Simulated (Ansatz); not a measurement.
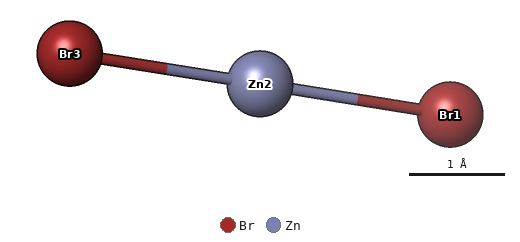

Figure 1. The structure as given in the input (ball-and-stick view, seen at a tilt; atoms are numbered from 1 in the order of the input). Sticks mark near contacts. Bond lengths as drawn: Br–Zn 2.22 Å.

## ZnBr2: one change and its effect

System: ZnBr2.
Method of the first run: RKS PBE0-D4/def2-TZVPP (Ansatz 0.2.0).

The geometry comes from this level: PBE0-D4/def2-TZVP. Text and figures count atoms from 1; the logs count them from 0 in places.

Input, the first run:
```yaml
crystal:
  periodic: [false, false, false]
  atoms:
    - {symbol: Br, position_ang: [0.976286, 1.836945, 0.727021]}
    - {symbol: Zn, position_ang: [-0.005017, -0.020647, -0.005051]}
    - {symbol: Br, position_ang: [-0.982270, -1.881098, -0.735270]}
basis:
  gaussian: {orbitals: def2-TZVPP}
hamiltonian: {xc: pbe0, dispersion: d4}
output: {orbitals: {seedname: orbitals}}
```

Hardware: 2 CPU threads, shared host.

Output (the first run):
```
Functional definition: PBE0
  parameter a = 0.25
  parameter kappa = 0.804
  parameter beta = 0.06672455060314922
  exchange = (1 - a)*pbe_x(kappa = kappa, mu = beta*pi^2/3) + a*exact_x
  correlation = pbe_c(beta = beta)
1410 factors; their error is unknown
mean field evaluation 1: about -188490.1008 eV, gradient 3.6e1 eV
mean field evaluation 2: about -188486.7670 eV, gradient 7.4e1 eV
mean field evaluation 4: about -188491.9284 eV, gradient 1.5e0 eV
mean field evaluation 8: about -188491.9314 eV, gradient 4.8e-2 eV
mean field evaluation 16: about -188492.8780 eV, gradient 6.2e-5 eV
mean field -188492.87797047 eV, -6926.9855003532 hartree, gradient 1.4e-5 eV, S^2 0.000000; 0 other end points of the search recorded, 0 dependent functions left out
reference -188492.87799614 eV, -6926.9855012965 hartree; 50, 50 occupied and 110, 110 virtual orbitals, 1410 factors
Total energy: -188492.94295218 eV, -6926.9878883871 hartree
```

The input of the second run differs as follows (lines with − go, lines with + come):
```diff
-  gaussian: {orbitals: def2-TZVPP}
+  gaussian: {orbitals: def2-SVP}
```

Predict how the results change.

The total energy of the second run is 554.1 kcal/mol higher, which measures the change of basis and not a stability. The HOMO goes from −8.58 to −8.35 eV. The LUMO goes from −1.78 to −1.60 eV. The basis functions go from 160 to 95.

Output (the second run):
```
Functional definition: PBE0
  parameter a = 0.25
  parameter kappa = 0.804
  parameter beta = 0.06672455060314922
  exchange = (1 - a)*pbe_x(kappa = kappa, mu = beta*pi^2/3) + a*exact_x
  correlation = pbe_c(beta = beta)
902 factors; integrals over basis functions are off by at most 9.9e-4 eV
mean field evaluation 1: about -188467.1924 eV, gradient 3.0e1 eV
mean field evaluation 2: about -188465.7699 eV, gradient 4.3e1 eV
mean field evaluation 4: about -188468.8315 eV, gradient 3.1e-1 eV
mean field evaluation 8: about -188468.8482 eV, gradient 2.1e-2 eV
mean field evaluation 16: about -188468.8482 eV, gradient 3.2e-5 eV
mean field -188468.84819439 eV, -6926.1024223703 hartree, gradient 3.2e-5 eV, S^2 0.000000; 0 other end points of the search recorded, 0 dependent functions left out
reference -188468.84822482 eV, -6926.1024234885 hartree; 50, 50 occupied and 45, 45 virtual orbitals, 902 factors
Total energy: -188468.91318087 eV, -6926.1048105792 hartree
```

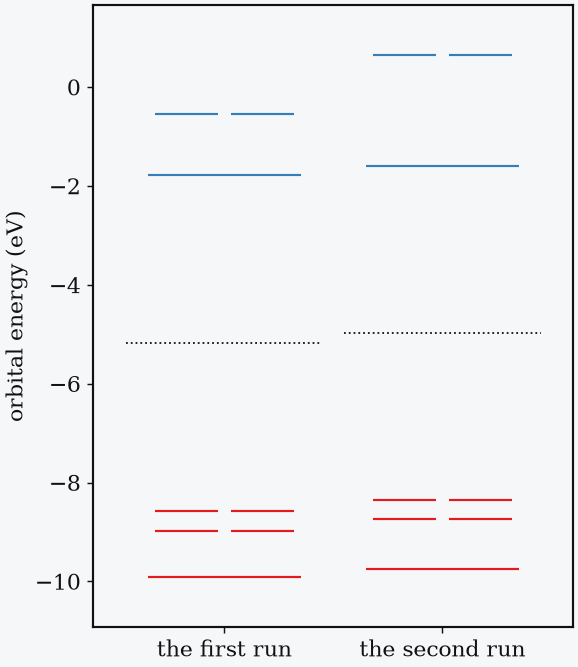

Figure 2. The five highest filled and three lowest empty orbital energies of the two runs; the dotted lines part filled from empty levels. The HOMO–LUMO gap is 6.80 eV in the first run and 6.75 eV in the second run.

The two runs side by side:

```tsv
quantity	the first run	the second run
outcome	converged	converged
total energy (hartree)	−6926.987888	−6926.104811
HOMO (eV)	−8.58	−8.35
LUMO (eV)	−1.78	−1.60
basis functions	160	95
wall time (shared host)	3.3 s	2 s
```
